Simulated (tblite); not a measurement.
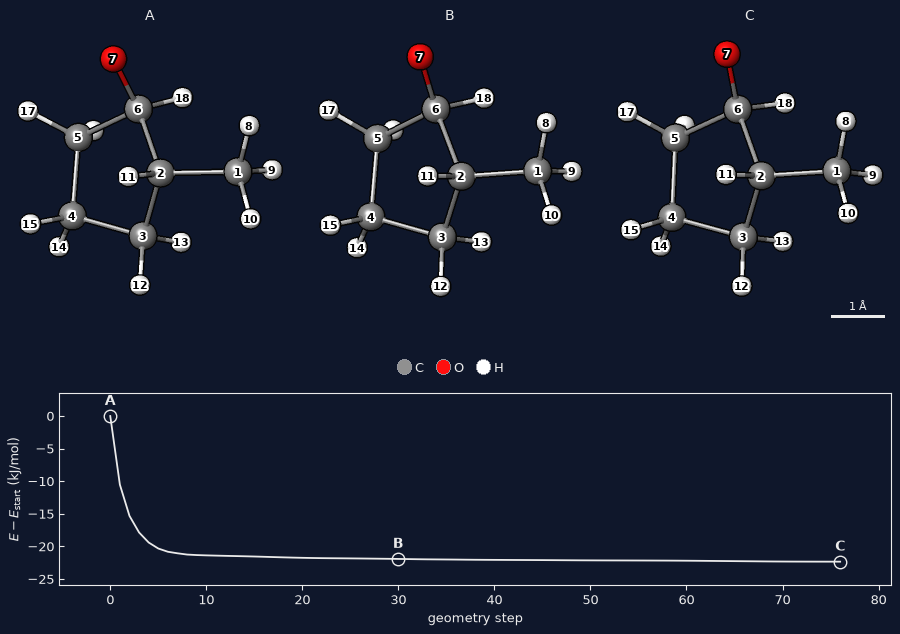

Frames of a relaxation of C$_{6}$H$_{11}$O (multiplicity 2), marked on the history of the run. The picture is a ball-and-stick view, seen at a tilt.

Theory: GFN2-xTB geometry optimisation, gas phase in tblite. 

Question: Describe the path.

Answer: The energy falls by 22.3 kJ/mol in 76 geometry steps. The atom that moves furthest after the best rigid fit is the O atom (0.29 Å). Largest moves by element: O 0.29 Å, H 0.23 Å, C 0.07 Å. Among the contacts that change: C–C 1.553 → 1.620 Å, C–C 1.535 → 1.510 Å, C–O 1.320 → 1.296 Å, C–H 1.097 → 1.116 Å. Bond angles that change, for instance: C–C–O 109.0° → 118.0°, O–C–H 119.7° → 111.7°, C–C–H 111.3° → 104.3°. From step 0 to 30: the O atom moves most (0.14 Å), energy −21.9 kJ/mol. From step 30 to 76: H atoms move most (0.19 Å), energy −0.42 kJ/mol.
